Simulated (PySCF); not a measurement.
# [Eu(O2)2]−: forces at shaken geometries

Aim: move all atoms of relaxed [Eu(O2)2]− at random and read energies and forces. The structure is generated, not taken from experiment.

Program: PySCF 2.14.0. Level of theory: BP86, Eu lcecp-1-SVP with ECP52, O def2-SVP; scalar-relativistic core potentials, no spin–orbit coupling. These are calculated values, not measurements.

2 further runs of the same task are left out: 1 for a known fault of the program, 1 that didn't finish.

### 1 Starting geometry

5 atoms, charge -1, spin multiplicity 1.

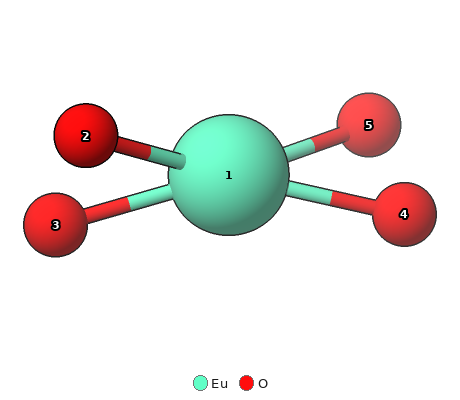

The geometry (europium green, oxygen red); atoms are numbered from 1 in the order of the file.

Coordinates:

| atom | x (Å) | y (Å) | z (Å) |
| --- | --- | --- | --- |
| Eu1 | 0.00000 | 0.00000 | 0.00000 |
| O2 | 0.53766 | 0.53766 | 2.04472 |
| O3 | -0.53766 | -0.53766 | 2.04472 |
| O4 | 0.53766 | -0.53766 | -2.04472 |
| O5 | -0.53766 | 0.53766 | -2.04472 |

Formal oxidation states: Eu +3. Each metal's 6 4f electrons lie in its core potential, so multiplicities, spins and levels count the valence alone. An earlier session relaxed this geometry at BP86, Eu lcecp-1-SVP with ECP52, O def2-SVP (singlet, point group D2d).

Its energy there is -336.037112 Eh.

### 2 Atoms moved at random, σ = 0.15 Å

Contents of run.py (the lines that set the calculation):

```python
mol = gto.M(atom='''
Eu     0.04026     0.14561     0.17941
O      0.43932     0.62828     1.97120
O     -0.69236    -0.66602     2.22533
O      0.47168    -0.63628    -2.05719
O     -0.25890     0.52840    -2.31875''',
    basis={'Eu': 'lcecp-1-SVP', 'O': 'def2-SVP'},
    ecp={'Eu': 'lcecp-1-SVP'},
    charge=-1, spin=0)
mf = dft.RKS(mol, xc='B88,P86')
mf.grids.atom_grid = (50, 194)  # f atoms: unpruned, at least (60, 302)
mf = mf.density_fit()  # fitting sets: Eu AutoAux, O def2-universal-JKFIT
mf.conv_tol = 1e-08; mf.max_cycle = 55
mf.kernel(dm0)  # dm0: the density of the relaxed state
```

Run with:

```bash
$ OMP_NUM_THREADS=2 python run.py
```

Standard output:

```text
init E= -335.968417909002
  HOMO = -0.014307547556591  LUMO = 0.0140195464863458  gap/eV = 0.77082
cycle= 1 E= -335.901542088048  delta_E= 0.0669  |g|= 0.462  |ddm|=  1.3
  HOMO = 0.0736754450479999  LUMO = 0.108839940007891  gap/eV = 0.95687
cycle= 2 E= -331.393502314255  delta_E= 4.51  |g|= 3.28  |ddm|= 3.91
  HOMO = 0.0543601867407495  LUMO = 0.0752485806444519  gap/eV = 0.56840
cycle= 3 E= -335.12057975216  delta_E= -3.73  |g|= 1.44  |ddm|= 3.01
  HOMO = 0.0509884351476899  LUMO = 0.0670812749652495  gap/eV = 0.43791
cycle= 4 E= -335.924757591164  delta_E= -0.804  |g|= 0.381  |ddm|= 2.58
  HOMO = 0.0530572701179246  LUMO = 0.0544362818757504  gap/eV = 0.03752
cycle= 5 E= -335.220933064997  delta_E= 0.704  |g|= 1.37  |ddm|= 2.53
  HOMO = 0.0523579240353321  LUMO = 0.0545990793303403  gap/eV = 0.06098
cycle= 6 E= -335.954244925308  delta_E= -0.733  |g|= 0.216  |ddm|= 2.48
  HOMO = 0.0492786334165931  LUMO = 0.0585762635118785  gap/eV = 0.25300
cycle= 7 E= -335.126519802857  delta_E= 0.828  |g|= 1.43  |ddm|= 2.54
  HOMO = 0.0501878850786325  LUMO = 0.0608476716659672  gap/eV = 0.29007
cycle= 8 E= -335.175253454574  delta_E= -0.0487  |g|= 1.37  |ddm|= 0.176
  HOMO = 0.0478778083161513  LUMO = 0.056627377599941  gap/eV = 0.23809
cycle= 9 E= -335.130145083613  delta_E= 0.0451  |g|= 1.42  |ddm|= 0.208
  HOMO = 0.0479528244118265  LUMO = 0.0565784855346501  gap/eV = 0.23472
cycle= 10 E= -335.132415130204  delta_E= -0.00227  |g|= 1.42  |ddm|= 0.00652
  HOMO = 0.0480468670175864  LUMO = 0.05754623811206  gap/eV = 0.25849
...
cycle= 49 E= -335.904608440009  delta_E= 0.00169  |g|= 0.423  |ddm|= 0.0371
  HOMO = 0.0318751197247412  LUMO = 0.160178480124024  gap/eV = 3.49131
cycle= 50 E= -335.909577586095  delta_E= -0.00497  |g|= 0.407  |ddm|= 0.0413
  HOMO = 0.0316952833546471  LUMO = 0.158077860389275  gap/eV = 3.43905
cycle= 51 E= -335.913496960294  delta_E= -0.00392  |g|= 0.392  |ddm|= 0.0342
  HOMO = 0.071442377843567  LUMO = 0.139013622195993  gap/eV = 1.83871
cycle= 52 E= -335.954751823698  delta_E= -0.0413  |g|= 0.177  |ddm|= 0.281
  HOMO = 0.0783434265573079  LUMO = 0.134045453250124  gap/eV = 1.51573
cycle= 53 E= -335.967660233806  delta_E= -0.0129  |g|= 0.0543  |ddm|= 0.316
  HOMO = 0.0726924485975279  LUMO = 0.140143527750929  gap/eV = 1.83544
cycle= 54 E= -335.966302175675  delta_E= 0.00136  |g|= 0.11  |ddm|= 0.203
  HOMO = 0.0672091098984566  LUMO = 0.142364244079932  gap/eV = 2.04508
cycle= 55 E= -335.963764619335  delta_E= 0.00254  |g|= 0.152  |ddm|= 0.188
SCF not converged.
  HOMO = 0.0125691711453261  LUMO = 0.0662327521556206  gap/eV = 1.46026
macro= 0  E= -335.971127836516  delta_E= -0.00736322  |g|= 0.00994215  3 KF 10 JK
macro= 1  E= -335.970836092573  delta_E= 0.000291744  |g|= 0.0070303  2 KF 8 JK
macro= 2  E= -335.971742914735  delta_E= -0.000906822  |g|= 0.00143676  4 KF 13 JK
macro= 3  E= -335.971745106948  delta_E= -2.19221e-06  |g|= 9.15146e-05  2 KF 9 JK
macro= 4  E= -335.97174510696  delta_E= -1.22782e-11  |g|= 2.58552e-05  1 KF 2 JK
macro X = 5  E=-335.97174510696  |g|= 2.58552e-05  total 13 KF 48 JK
converged SCF energy = -335.97174510696
```

Wall time 47 s (2 threads of AMD EPYC 7R43 (Zen 3), shared host).

Result: E = -335.971745 Eh (+1.779 eV from the relaxed state), HOMO 1.45 eV, LUMO 1.48 eV, Mulliken charge on Eu1 +0.49 e, largest force component 5.444 eV/Å. The gap is small, and the closed shell wasn't tested for a lower spin-broken solution. The highest filled level lies above zero; it isn't the detachment energy.

| atom | Fx | Fy | Fz (eV/Å) |
| --- | --- | --- | --- |
| Eu1 | -1.967 | -1.971 | -5.444 |
| O2 | 0.875 | 0.877 | 4.643 |
| O3 | 0.894 | 0.973 | -1.497 |
| O4 | 0.671 | -0.844 | 1.074 |
| O5 | -0.473 | 0.965 | 1.223 |

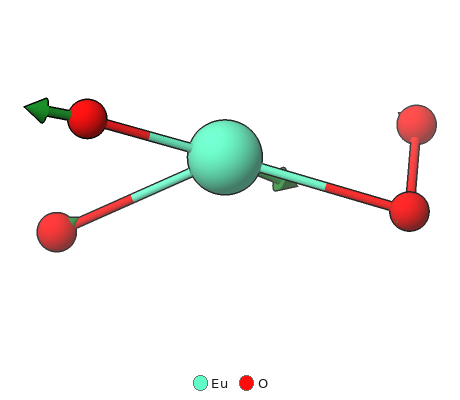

Forces as arrows, the longest for the largest force.

### 3 Atoms moved at random, σ = 0.03 Å

Contents of run.py (the lines that set the calculation):

```python
mol = gto.M(atom='''
Eu    -0.02189     0.01219    -0.00612
O      0.52670     0.55243     2.05256
O     -0.47715    -0.56803     2.02608
O      0.53951    -0.53454    -2.03011
O     -0.56717     0.53795    -2.04242''',
    basis={'Eu': 'lcecp-1-SVP', 'O': 'def2-SVP'},
    ecp={'Eu': 'lcecp-1-SVP'},
    charge=-1, spin=0)
mf = dft.RKS(mol, xc='B88,P86')
mf.grids.atom_grid = (50, 194)  # f atoms: unpruned, at least (60, 302)
mf = mf.density_fit()  # fitting sets: Eu AutoAux, O def2-universal-JKFIT
mf.conv_tol = 1e-08; mf.max_cycle = 55
mf.kernel(dm0)  # dm0: the density of the relaxed state
```

Run with:

```bash
$ OMP_NUM_THREADS=2 python run.py
```

Standard output:

```text
init E= -336.037895716765
  HOMO = 0.0360785414386533  LUMO = 0.0801454799231252  gap/eV = 1.19912
cycle= 1 E= -336.036456680871  delta_E= 0.00144  |g|= 0.0307  |ddm|= 0.177
  HOMO = 0.0385400005329005  LUMO = 0.0803467722003148  gap/eV = 1.13762
cycle= 2 E= -336.035352717162  delta_E= 0.0011  |g|= 0.0758  |ddm|= 0.0885
  HOMO = 0.0363803723580997  LUMO = 0.0802766338880758  gap/eV = 1.19448
cycle= 3 E= -336.036580154406  delta_E= -0.00123  |g|= 0.0222  |ddm|= 0.076
  HOMO = 0.0365612740060971  LUMO = 0.0801498261807687  gap/eV = 1.18610
cycle= 4 E= -336.03668034201  delta_E= -0.0001  |g|= 0.00361  |ddm|= 0.017
  HOMO = 0.0365498609247451  LUMO = 0.0801739902850649  gap/eV = 1.18707
cycle= 5 E= -336.036681835344  delta_E= -1.49e-06  |g|= 0.0025  |ddm|= 0.00489
  HOMO = 0.0365259591487919  LUMO = 0.0801841202681786  gap/eV = 1.18800
cycle= 6 E= -336.036683235631  delta_E= -1.4e-06  |g|= 0.000539  |ddm|= 0.00236
  HOMO = 0.0365651805125124  LUMO = 0.0801781020407972  gap/eV = 1.18677
cycle= 7 E= -336.03668329855  delta_E= -6.29e-08  |g|= 0.000217  |ddm|= 0.000658
  HOMO = 0.0365527107373482  LUMO = 0.0801787465773565  gap/eV = 1.18712
cycle= 8 E= -336.036683309895  delta_E= -1.13e-08  |g|= 1.6e-05  |ddm|= 0.000202
  HOMO = 0.0365530511035738  LUMO = 0.0801788839778155  gap/eV = 1.18712
cycle= 9 E= -336.036683309815  delta_E= 8.03e-11  |g|= 2.9e-05  |ddm|= 3.67e-05
  HOMO = 0.036552697784864  LUMO = 0.0801789522967802  gap/eV = 1.18713
Extra cycle  E= -336.036683307678  delta_E= 2.14e-09  |g|= 0.000108  |ddm|= 8.91e-05
converged SCF energy = -336.036683307678
```

Run time: 4.7 s. Hardware: 2 threads of AMD EPYC 7R43 (Zen 3), shared host.

Result: E = -336.036683 Eh (+0.012 eV from the relaxed state), HOMO 0.99 eV, LUMO 2.18 eV, Mulliken charge on Eu1 +0.61 e, largest force component 0.279 eV/Å. The highest filled level lies above zero; it isn't the detachment energy.

| atom | Fx | Fy | Fz (eV/Å) |
| --- | --- | --- | --- |
| Eu1 | 0.168 | 0.144 | 0.169 |
| O2 | 0.131 | 0.137 | -0.177 |
| O3 | -0.257 | -0.279 | 0.262 |
| O4 | -0.211 | 0.191 | -0.096 |
| O5 | 0.170 | -0.193 | -0.157 |

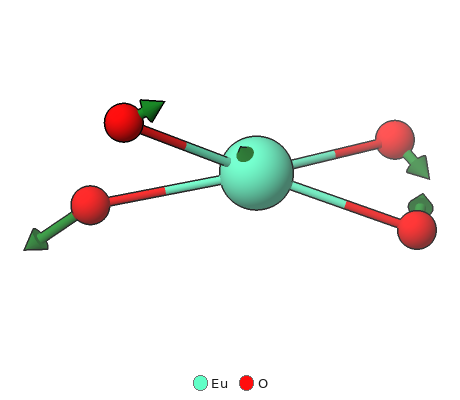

Forces as arrows, the longest for the largest force.

### 4 Atoms moved at random, σ = 0.03 Å

Contents of run.py (the lines that set the calculation):

```python
mol = gto.M(atom='''
Eu     0.00922     0.03889     0.05313
O      0.52595     0.51968     2.02140
O     -0.54541    -0.57429     2.02724
O      0.57522    -0.53331    -2.00780
O     -0.56497     0.54903    -2.09397''',
    basis={'Eu': 'lcecp-1-SVP', 'O': 'def2-SVP'},
    ecp={'Eu': 'lcecp-1-SVP'},
    charge=-1, spin=0)
mf = dft.RKS(mol, xc='B88,P86')
mf.grids.atom_grid = (50, 194)  # f atoms: unpruned, at least (60, 302)
mf = mf.density_fit()  # fitting sets: Eu AutoAux, O def2-universal-JKFIT
mf.conv_tol = 1e-08; mf.max_cycle = 55
mf.kernel(dm0)  # dm0: the density of the relaxed state
```

Run with:

```bash
$ OMP_NUM_THREADS=2 python run.py
```

Standard output:

```text
init E= -336.015821290287
  HOMO = 0.0324434703934518  LUMO = 0.081766472750548  gap/eV = 1.34215
cycle= 1 E= -336.027907907863  delta_E= -0.0121  |g|= 0.119  |ddm|= 0.315
  HOMO = 0.0627024327631059  LUMO = 0.0789553201258616  gap/eV = 0.44226
cycle= 2 E= -335.975847301223  delta_E= 0.0521  |g|= 0.468  |ddm|= 0.566
  HOMO = 0.0354495981154415  LUMO = 0.0797890037462885  gap/eV = 1.20654
cycle= 3 E= -336.031167865383  delta_E= -0.0553  |g|= 0.057  |ddm|= 0.435
  HOMO = 0.0380456480337763  LUMO = 0.0791329516348895  gap/eV = 1.11804
cycle= 4 E= -336.031645763825  delta_E= -0.000478  |g|= 0.0382  |ddm|= 0.0807
  HOMO = 0.036936147822022  LUMO = 0.0793477318618834  gap/eV = 1.15408
cycle= 5 E= -336.031952516166  delta_E= -0.000307  |g|= 0.0107  |ddm|= 0.0323
  HOMO = 0.0365339947903429  LUMO = 0.0794245469335984  gap/eV = 1.16711
cycle= 6 E= -336.031972614128  delta_E= -2.01e-05  |g|= 0.00528  |ddm|= 0.01
  HOMO = 0.0365973566463822  LUMO = 0.0794592687380273  gap/eV = 1.16633
cycle= 7 E= -336.031978614673  delta_E= -6e-06  |g|= 0.000653  |ddm|= 0.00405
  HOMO = 0.0365692963359159  LUMO = 0.0794599568518173  gap/eV = 1.16711
cycle= 8 E= -336.031978635576  delta_E= -2.09e-08  |g|= 0.000578  |ddm|= 0.000769
  HOMO = 0.036573865347318  LUMO = 0.0794580770252544  gap/eV = 1.16694
cycle= 9 E= -336.03197870536  delta_E= -6.98e-08  |g|= 5.03e-05  |ddm|= 0.000409
  HOMO = 0.0365722662966093  LUMO = 0.0794572245499161  gap/eV = 1.16696
cycle= 10 E= -336.031978705985  delta_E= -6.25e-10  |g|= 8.17e-06  |ddm|= 5.51e-05
  HOMO = 0.0365710152057233  LUMO = 0.0794575464424696  gap/eV = 1.16700
Extra cycle  E= -336.031978705808  delta_E= 1.77e-10  |g|= 2.86e-05  |ddm|= 3.3e-05
converged SCF energy = -336.031978705808
```

It took 4.9 s on 2 threads of AMD EPYC 7R43 (Zen 3), shared host.

It gives: E = -336.031979 Eh (+0.140 eV from the relaxed state), HOMO 1.00 eV, LUMO 2.16 eV, Mulliken charge on Eu1 +0.61 e, largest force component 2.778 eV/Å. The highest filled level lies above zero; it isn't the detachment energy.

| atom | Fx | Fy | Fz (eV/Å) |
| --- | --- | --- | --- |
| Eu1 | -0.496 | -0.065 | -2.778 |
| O2 | 0.230 | 0.161 | 1.266 |
| O3 | 0.062 | 0.022 | 0.390 |
| O4 | -0.578 | 0.582 | 0.247 |
| O5 | 0.783 | -0.699 | 0.875 |

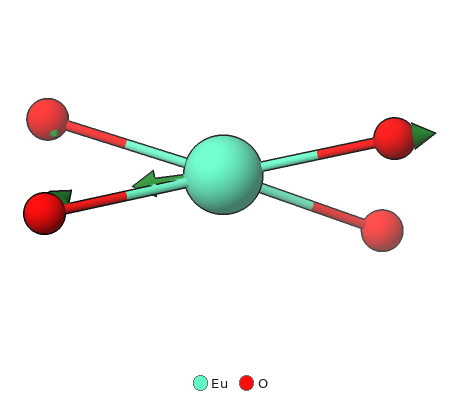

Forces as arrows, the longest for the largest force.

### 5 Results

| σ (Å) | energy rise (eV) | harmonic estimate −½ F·u (eV) | largest force component (eV/Å) |
| --- | --- | --- | --- |
| 0.15 | 1.779 | 1.337 | 5.44 |
| 0.03 | 0.012 | 0.011 | 0.28 |
| 0.03 | 0.140 | 0.140 | 2.78 |

Every displacement raises the energy. For a harmonic well the rise equals −½ F·u; the two differ by at most 25 % here (a move with σ = 0.15 Å), from anharmonicity, the grid and the small forces left at the relaxed point. The bases are small and lack diffuse functions. Spin–orbit coupling is left out.
